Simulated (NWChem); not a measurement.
**CH5B2O (SMILES BO[B]C): levels of theory compared**

Aim: a comparison of 4 runs (UHF/STO-3G, UHF/3-21G, UB3LYP/6-31G*) of CH5B2O. 

The calculation is run with NWChem 7.3.0.

## Step 1: The molecule

The species is CH5B2O (9 atoms), meant as a doublet with charge 0. As SMILES, `BO[B]C`. Geometry: relaxed at GFN2-xTB. This is one conformer, not always the lowest.

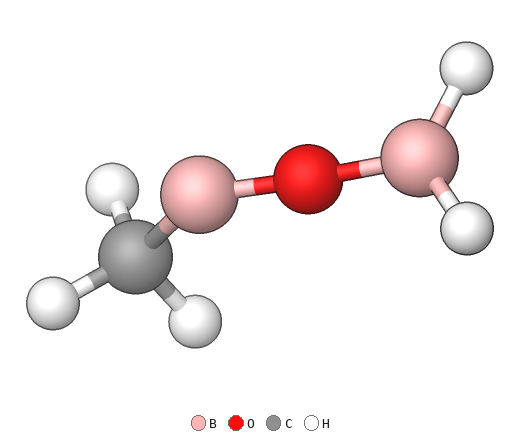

The structure, seen from a chosen angle (boron pink, oxygen red, carbon grey, hydrogen white).

## Step 2: Energy and forces at UHF/STO-3G (run 1)

Contents of sp.xyz:

```xyz
9

B     -1.047400     1.806640     0.401550
O     -0.141750     0.875440     0.145530
B      0.794030     0.067660    -0.090960
C      0.813000    -1.497380    -0.335900
H     -1.533300     2.386630    -0.502170
H     -1.317960     2.038590     1.524910
H      1.559710    -1.819010    -1.057210
H     -0.159550    -1.847500    -0.683650
H      1.033220    -2.011070     0.597910
```

Contents of run.py:

```python
from ase.io import read
from ase.calculators.nwchem import NWChem

system = read('sp.xyz')

calc = NWChem(
    label='sp',
    theory='scf',
    memory='2200 mb',
    basis='STO-3G',
    basispar='spherical bse',
    scf={'nopen': '1', 'uhf': None, 'thresh': '1e-08', 'maxiter': '80'},
)
system.calc = calc

forces = system.get_forces()
print("Total energy (eV):", round(system.get_potential_energy(), 6))
print("forces (eV/A):")
for s, f in zip(system.symbols, forces):
    print(f"{s:2s} {f[0]:10.5f} {f[1]:10.5f} {f[2]:10.5f}")
```

Started as:

```console
$ export ASE_NWCHEM_COMMAND="nwchem PREFIX.nwi > PREFIX.nwo"
$ python run.py
```

The program printed:

```text
Total energy (eV): -4433.509752
forces (eV/A):
B     0.33116   -0.18630   -0.07107
O    -3.25167    1.97178    0.68705
B     3.63883   -1.66032   -0.68134
C    -0.97388   -0.05785    0.03450
H     0.11009   -0.20728    0.42356
H     0.01553   -0.04823   -0.47709
H    -0.03090    0.30447    0.07595
H     0.20322   -0.19299    0.06541
H    -0.04237    0.07672   -0.05687
```

The calculator wrote sp.nwi:

```
title "sp"

permanent_dir sp

scratch_dir sp

start sp

geometry units angstrom nocenter noautosym noautoz
  B  -1.0474000000000001e+00 1.8066400000000000e+00 4.0155000000000002e-01
  O  -1.4174999999999999e-01 8.7544000000000000e-01 1.4552999999999999e-01
  B  7.9403000000000001e-01 6.7659999999999998e-02 -9.0959999999999999e-02
  C  8.1299999999999994e-01 -1.4973799999999999e+00 -3.3589999999999998e-01
  H  -1.5333000000000001e+00 2.3866299999999998e+00 -5.0217000000000001e-01
  H  -1.3179600000000000e+00 2.0385900000000001e+00 1.5249100000000000e+00
  H  1.5597099999999999e+00 -1.8190100000000000e+00 -1.0572100000000000e+00
  H  -1.5955000000000000e-01 -1.8474999999999999e+00 -6.8364999999999998e-01
  H  1.0332200000000000e+00 -2.0110700000000001e+00 5.9791000000000005e-01
end

memory 2200 mb

basis spherical bse noprint
   * library STO-3G
end

scf
  nopen 1
  uhf
  thresh 1e-08
  maxiter 80
end

task scf gradient
```

sp.nwo:

```text
Northwest Computational Chemistry Package (NWChem) 7.3.0
             --------------------------------------------------------

           Job information
           ---------------

    nwchem branch   = 7.3.0
    use scalapack   = T
    input           = sp.nwi
    prefix          = sp.
    data base       = sp/sp.db
    status          = startup
    nproc           =        1

           Memory information
           ------------------

    heap     =     72089600 doubles =      550.0 Mbytes
    stack    =     72089597 doubles =      550.0 Mbytes
    global   =    144179200 doubles =     1100.0 Mbytes (distinct from heap & stack)
    total    =    288358397 doubles =     2200.0 Mbytes
    verify   = yes
    hardfail = no

[... 38 lines left out ...]
            Nuclear Dipole moment (a.u.)
[... 86 lines left out ...]
 1-e energy   =    -407.048675
[... 7 lines left out ...]
         Quadratically convergent UHF
[... 14 lines left out ...]
       Final UHF  results
[... 3 lines left out ...]
      One electron energy =   -406.799805251920
[... 1 line left out ...]
 Nuclear repulsion energy =     93.285221604237
[... 37 lines left out ...]
          Final beta eigenvalues
[... 201 lines left out ...]
                     UHF Final Beta Molecular Orbital Analysis
[... 238 lines left out ...]
                         UHF ENERGY GRADIENTS

    atom               coordinates                        gradient
                 x          y          z           x          y          z
   1 B      -1.979299   3.414055   0.758819   -0.006440   0.003623   0.001382
   2 O      -0.267869   1.654342   0.275012    0.063235  -0.038345  -0.013361
   3 B       1.500499   0.127859  -0.171889   -0.070764   0.032288   0.013250
[... 5 lines of this table left out ...]
   9 H       1.952503  -3.800371   1.129886    0.000824  -0.001492   0.001106

                 ----------------------------------------
                 |  Time  |  1-e(secs)   |  2-e(secs)   |
                 ----------------------------------------
                 |  CPU   |       0.00   |       0.30   |
                 ----------------------------------------
                 |  WALL  |       0.00   |       0.30   |
                 ----------------------------------------

 Task  times  cpu:        3.2s     wall:        3.2s
 Total times  cpu:        3.3s     wall:        3.3s
```

Wall time 4.8 s (1 thread of Intel Xeon Platinum 8259CL at 2.50GHz (Skylake/Cascade Lake), shared host); peak memory 0.099 GiB.

## Step 3: Energy and forces at UHF/3-21G (run 2)

Contents of a.nw:

```
start a
memory 2200 mb

geometry noautosym nocenter noautoz
  B    -1.047400    1.806640    0.401550
  O    -0.141750    0.875440    0.145530
  B     0.794030    0.067660   -0.090960
  C     0.813000   -1.497380   -0.335900
  H    -1.533300    2.386630   -0.502170
  H    -1.317960    2.038590    1.524910
  H     1.559710   -1.819010   -1.057210
  H    -0.159550   -1.847500   -0.683650
  H     1.033220   -2.011070    0.597910
end

basis spherical bse
  B library 3-21G
  O library 3-21G
  C library 3-21G
  H library 3-21G
end

scf
  nopen 1
  uhf
  thresh 1e-08
  maxiter 80
  print low
end

task scf gradient
```

Started as:

```console
$ nwchem a.nw > a.out
```

The program printed:

```text
[...]
  functions       =    46
[...]
  wavefunction    = UHF
[...]
         Total SCF energy =   -164.120732203277
      One electron energy =   -406.334448581963
      Two electron energy =    148.928494774449
 Nuclear repulsion energy =     93.285221604237
                       Sz =      0.5000
                 Sz(Sz+1) =      0.7500
                      S^2 =      0.7542
[...]
                         UHF ENERGY GRADIENTS
    atom               coordinates                        gradient
                 x          y          z           x          y          z
   1 B      -1.979299   3.414055   0.758819    0.027409  -0.030405  -0.008014
   2 O      -0.267869   1.654342   0.275012    0.059608  -0.035161  -0.012186
   3 B       1.500499   0.127859  -0.171889   -0.104985   0.072859   0.023453
   4 C       1.536347  -2.829638  -0.634759    0.012167  -0.001002   0.001983
   5 H      -2.897517   4.510077  -0.948964    0.003531  -0.002731   0.002555
   6 H      -2.490583   3.852377   2.881662    0.002850  -0.001608  -0.004050
   7 H       2.947425  -3.437430  -1.997837   -0.000324  -0.005037  -0.001650
   8 H      -0.301506  -3.491269  -1.291911   -0.000013   0.003178  -0.000739
   9 H       1.952503  -3.800371   1.129886   -0.000242  -0.000092  -0.001353
 Task  times  cpu:        3.1s     wall:        3.1s
[...]
```

It took 3.9 s on 1 thread of Intel Xeon Platinum 8259CL at 2.50GHz (Skylake/Cascade Lake), shared host; peak memory 0.099 GiB.

## Step 4: Energy and gradient at UB3LYP/6-31G(d) (spherical functions) (run 3)

Contents of struct.nw:

```
START struct
TITLE "CH5B2O B3LYP"
memory 2200 mb
GEOMETRY noautosym nocenter noautoz
B       -1.047400       1.806640       0.401550
O       -0.141750       0.875440       0.145530
B        0.794030       0.067660      -0.090960
C        0.813000      -1.497380      -0.335900
H       -1.533300       2.386630      -0.502170
H       -1.317960       2.038590       1.524910
H        1.559710      -1.819010      -1.057210
H       -0.159550      -1.847500      -0.683650
H        1.033220      -2.011070       0.597910
END
BASIS spherical bse
* library 6-31G*
END
DFT
xc b3lyp
mult 2
grid xfine
convergence energy 1e-08
maxiter 100
mulliken
END
TASK dft gradient
```

Started as:

```console
$ nwchem struct.nw > struct.out
```

The program printed:

```text
[...]
          Wavefunction type:  spin polarized.
          No. of atoms     :     9
          No. of electrons :    29
[...]
          Charge           :     0
          Spin multiplicity:     2
[...]
          AO basis - number of functions:    66
[...]
              XC Information
              --------------
                         B3LYP Method XC Potential
                     Hartree-Fock (Exact) Exchange  0.200
                        Slater Exchange Functional  0.800 local
                    Becke 1988 Exchange Functional  0.720 non-local
              Lee-Yang-Parr Correlation Functional  0.810
                  VWN I RPA Correlation Functional  0.190 local
[...]
 d= 0,ls=0.0,diis     1   -165.9805493680 -2.59D+02  8.90D-03  1.10D-01     6.1
[...]
 d= 0,ls=0.0,diis    11   -166.0438697037 -5.63D-09  7.73D-07  2.03D-09    73.9
[...]
         Total DFT energy =     -166.043869703676
      One electron energy =     -408.067670818234
           Coulomb energy =      172.848461301665
    Exchange-Corr. energy =      -24.109881791345
 Nuclear repulsion energy =       93.285221604237
[...]
      <S2> =      0.7538 (Exact =     0.7500)
[...]
  wavefunction    = open shell
                         DFT ENERGY GRADIENTS
    atom               coordinates                        gradient
                 x          y          z           x          y          z
   1 B      -1.979299   3.414055   0.758819    0.015010  -0.015384  -0.004114
   2 O      -0.267869   1.654342   0.275012    0.027881  -0.016247  -0.005685
   3 B       1.500499   0.127859  -0.171889   -0.054951   0.043219   0.012726
   4 C       1.536347  -2.829638  -0.634759    0.007268  -0.010928   0.000668
   5 H      -2.897517   4.510077  -0.948964    0.003421  -0.003588   0.007338
   6 H      -2.490583   3.852377   2.881662    0.001749  -0.000841  -0.008718
   7 H       2.947425  -3.437430  -1.997837   -0.004868  -0.001636   0.002663
   8 H      -0.301506  -3.491269  -1.291911    0.006159   0.003357   0.001329
   9 H       1.952503  -3.800371   1.129886   -0.001668   0.002048  -0.006208
[...]
```

Run time: 87 s. Hardware: 1 thread of Intel Xeon Platinum 8259CL at 2.50GHz (Skylake/Cascade Lake), shared host; peak memory 0.14 GiB.

## Step 5: Energy and forces at UB3LYP/6-31G(d) (Cartesian functions) (run 4)

Contents of input.nw:

```
start input
title "CH5B2O"
memory stack 880 mb heap 220 mb global 1100 mb
charge 0

geometry noautosym nocenter noautoz
B     -1.047400     1.806640     0.401550
O     -0.141750     0.875440     0.145530
B      0.794030     0.067660    -0.090960
C      0.813000    -1.497380    -0.335900
H     -1.533300     2.386630    -0.502170
H     -1.317960     2.038590     1.524910
H      1.559710    -1.819010    -1.057210
H     -0.159550    -1.847500    -0.683650
H      1.033220    -2.011070     0.597910
end

basis
* library 6-31G*
end

dft
xc b3lyp
mult 2
grid xfine
convergence energy 1e-08
iterations 100
mulliken
end

task dft gradient
```

Started as:

```console
$ nwchem input.nw > input.out
```

The program printed:

```text
[...]
          Wavefunction type:  spin polarized.
          No. of atoms     :     9
          No. of electrons :    29
[...]
          Charge           :     0
          Spin multiplicity:     2
[...]
          AO basis - number of functions:    70
[...]
              XC Information
              --------------
                         B3LYP Method XC Potential
                     Hartree-Fock (Exact) Exchange  0.200
                        Slater Exchange Functional  0.800 local
                    Becke 1988 Exchange Functional  0.720 non-local
              Lee-Yang-Parr Correlation Functional  0.810
                  VWN I RPA Correlation Functional  0.190 local
[...]
 d= 0,ls=0.0,diis     1   -165.9815698021 -2.59D+02  8.57D-03  1.32D-01     6.2
[...]
 d= 0,ls=0.0,diis    11   -166.0464272618 -6.34D-09  7.74D-07  2.13D-09    71.6
[...]
         Total DFT energy =     -166.046427261804
      One electron energy =     -408.032220075241
           Coulomb energy =      172.776958766194
    Exchange-Corr. energy =      -24.076387556993
 Nuclear repulsion energy =       93.285221604237
[...]
      <S2> =      0.7538 (Exact =     0.7500)
[...]
  wavefunction    = open shell
                         DFT ENERGY GRADIENTS
    atom               coordinates                        gradient
                 x          y          z           x          y          z
   1 B      -1.979299   3.414055   0.758819    0.014959  -0.015317  -0.004097
   2 O      -0.267869   1.654342   0.275012    0.027813  -0.016159  -0.005675
   3 B       1.500499   0.127859  -0.171889   -0.054826   0.043091   0.012713
   4 C       1.536347  -2.829638  -0.634759    0.007293  -0.010908   0.000649
   5 H      -2.897517   4.510077  -0.948964    0.003403  -0.003571   0.007335
   6 H      -2.490583   3.852377   2.881662    0.001732  -0.000827  -0.008707
   7 H       2.947425  -3.437430  -1.997837   -0.004817  -0.001653   0.002623
   8 H      -0.301506  -3.491269  -1.291911    0.006090   0.003326   0.001313
   9 H       1.952503  -3.800371   1.129886   -0.001648   0.002018  -0.006155
[...]
```

It took 87 s on 1 thread of Intel Xeon Platinum 8259CL at 2.50GHz (Skylake/Cascade Lake), shared host; peak memory 0.14 GiB.

## Step 6: The series

| run | level | iteration cap | module | energy (Eh) | dipole moment (D) | HOMO energy (eV) | LUMO energy (eV) | wall time |
| --- | --- | --- | --- | --- | --- | --- | --- | --- |
| 1 | UHF/STO-3G | 80 | scf | -162.928480 | 0.31 | -5.69 | 7.30 | 4.8 s |
| 2 | UHF/3-21G | 80 | scf | -164.120732 | – | – | – | 3.9 s |
| 3 | UB3LYP/6-31G* (spherical functions) | 100 | dft | -166.043870 | 1.14 | -4.39 | -1.12 | 87 s |
| 4 | UB3LYP/6-31G* (Cartesian functions) | 100 | dft | -166.046427 | 1.13 | -4.39 | -1.12 | 87 s |

## Step 7: Results

```
                                 quantity          value
                      run 4: total energy  -166.04643 Eh
                     run 4: dipole moment         1.13 D
run 4: HOMO energy (highest over α and β)       -4.39 eV
 run 4: LUMO energy (lowest over α and β)       -1.12 eV
                              run 4: ⟨S²⟩          0.754
          run 4: largest force on an atom     3.645 eV/Å
```

Over runs 1, 3, 4 the dipole moment (its size) runs from 0.31 D (UHF/STO-3G) to 1.14 D (UB3LYP/6-31G*). The two ends differ in method and basis. In run 1 the basis is minimal, so the values are rough. All runs together took 3.1 min, the longest 87 s.
